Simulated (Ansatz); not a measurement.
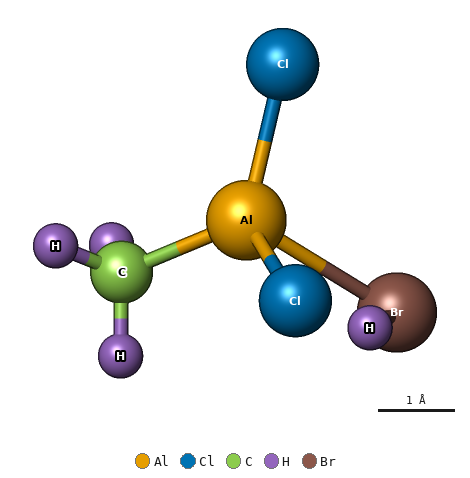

Figure 1. The structure as given in the input (ball-and-stick view, seen at a tilt). Sticks mark near contacts. Bond lengths as drawn: Al–Br 2.53 Å, Al–C 1.94 Å, Al–Cl 2.12 to 2.30 Å, Br–H 1.67 Å and C–H 1.11 Å.

CH4AlBrCl2: frequency calculation

The run: frequency calculation of CH4AlBrCl2. Method and program: RKS PBE-D4/def2-SVP (Ansatz 0.2.0).

It belongs to a series of runs on one base structure; here: vibrations at the highest image of the band.

**The program's output**
```
Engine: ansatz 0.2.0, aarch64-unknown-linux-gnu
Functional definition: PBE
  parameter kappa = 0.804
  parameter beta = 0.06672455060314922
  exchange = pbe_x(kappa = kappa, mu = beta*pi^2/3)
  correlation = pbe_c(beta = beta)
1318 factors; their error is unknown
mean field evaluation 1: about -102741.9487 eV, gradient 5.6e1 eV
mean field evaluation 2: about -102726.4269 eV, gradient 8.3e1 eV
mean field evaluation 4: about -102749.8678 eV, gradient 5.6e0 eV
mean field evaluation 8: about -102749.8442 eV, gradient 1.5e-1 eV
mean field evaluation 16: about -102749.8443 eV, gradient 7.6e-5 eV
mean field -102749.84426931 eV, -3775.9871305512 hartree, gradient 7.6e-5 eV, S^2 0.000000; 0 other end points of the search recorded, 0 dependent functions left out
the calculation of the forces begins
reference -102749.84430612 eV, -3775.9871319041 hartree; 46, 46 occupied and 74, 74 virtual orbitals, 1318 factors
these checks for a lower state are left out or cut short: stability, starts, cluster_reference, orbital_swaps, neighbouring_geometries, increment
1318 factors; their error is unknown
mean field -102749.84419857 eV, -3775.9871279516 hartree, gradient 1.1e-6 eV, S^2 0.000000; 0 other end points of the search recorded, 0 dependent functions left out
[... from here on the field's lines of each further geometry are left out, up to the last ...]
the calculation of the forces begins
reference -102749.84430655 eV, -3775.9871319197 hartree; 46, 46 occupied and 74, 74 virtual orbitals, 1318 factors
these checks for a lower state are left out or cut short: stability, starts, cluster_reference, orbital_swaps, neighbouring_geometries, increment
1318 factors; their error is unknown
mean field -102749.84424070 eV, -3775.9871294998 hartree, gradient 2.8e-6 eV, S^2 0.000000; 0 other end points of the search recorded, 0 dependent functions left out
the calculation of the forces begins
reference -102749.84427751 eV, -3775.9871308527 hartree; 46, 46 occupied and 74, 74 virtual orbitals, 1318 factors
WARN: phonons: modes at or below zero, which the zero-point energy, F, S and C_V leave out: 1, the lowest at -189.44 cm⁻¹. A minimum has none, and a first-order saddle one
Total energy: -102750.12009127 eV, -3775.9972668212 hartree
Atom 0 at     0.066132    -0.235760    -0.000874 Å, force     0.000389    -0.000949    -0.000780 eV/Å
Atom 1 at    -0.026583     0.061785     2.280910 Å, force    -0.000073    -0.001586    -0.000109 eV/Å
Atom 2 at     1.863225     0.598566    -0.753880 Å, force    -0.000139    -0.000202     0.000147 eV/Å
Atom 3 at    -1.657344    -0.081322    -0.880593 Å, force    -0.002968    -0.001105     0.002736 eV/Å
Atom 4 at    -2.445087    -0.641823    -0.338070 Å, force     0.001925     0.000824    -0.000983 eV/Å
Atom 5 at    -1.968890     0.982328    -0.940587 Å, force     0.000531     0.000600    -0.000780 eV/Å
Atom 6 at    -1.602497    -0.474997    -1.916501 Å, force     0.000539    -0.000188    -0.000380 eV/Å
Atom 7 at     0.518608    -2.633351     0.652302 Å, force    -0.000027     0.000593    -0.001156 eV/Å
Atom 8 at     0.290538    -1.506928     1.863397 Å, force    -0.000179     0.002013     0.001305 eV/Å
Dipole moment:    -0.319055    -0.184300     0.070892 e Å
Vibrations: -189.44 81.79 96.54 121.11 136.47 143.10 245.32 322.84 493.41 584.91 607.99 664.65 695.61 826.69 1122.83 1168.30 1372.78 1373.76 2974.06 3073.40 3082.79 cm⁻¹, zero-point energy 1.189526 eV
```

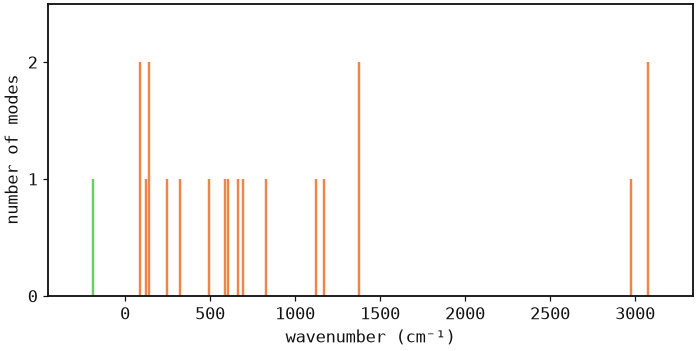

Figure 2. Harmonic vibrational wavenumbers from the force constants; neighbouring modes closer than 15 cm⁻¹ are counted in one stick, and imaginary ones are drawn at negative wavenumbers. 21 modes from 189i to 3083 cm⁻¹, 1 imaginary beyond 8i (189i cm⁻¹): a first-order saddle point, if the geometry is stationary.

The run was set up as follows.

**The input**
```yaml
crystal:
  periodic: [false, false, false]
  atoms:
    - { symbol: Al, position_ang: [0.066132, -0.23576, -0.000874] }
    - { symbol: Cl, position_ang: [-0.026583, 0.061785, 2.28091] }
    - { symbol: Cl, position_ang: [1.863225, 0.598566, -0.75388] }
    - { symbol: C, position_ang: [-1.657344, -0.081322, -0.880593] }
    - { symbol: H, position_ang: [-2.445087, -0.641823, -0.33807] }
    - { symbol: H, position_ang: [-1.96889, 0.982328, -0.940587] }
    - { symbol: H, position_ang: [-1.602497, -0.474997, -1.916501] }
    - { symbol: Br, position_ang: [0.518608, -2.633351, 0.652302] }
    - { symbol: H, position_ang: [0.290538, -1.506928, 1.863397] }
basis:
  gaussian: { orbitals: def2-SVP }
hamiltonian:
  xc: pbe
  dispersion: d4
phonons: {}
```

Launch command:
```bash
ansatz run input.yaml --threads 4 --pin off --max-ram 5120MiB --backend cpu --events-out ev --progress --plain --runs-dir out
```

**Results in brief**

```csv
quantity,value
outcome,converged
total energy,−102750.1201 eV
mean-field energy,−102749.8443 eV
largest force (length of the vector),0.004 eV/Å
hardware,"4 threads of Arm Neoverse V1, 24 GiB of memory available, shared host"
wall time,47 s (CPU time 2.9 min)
peak memory,0.18 GiB
```
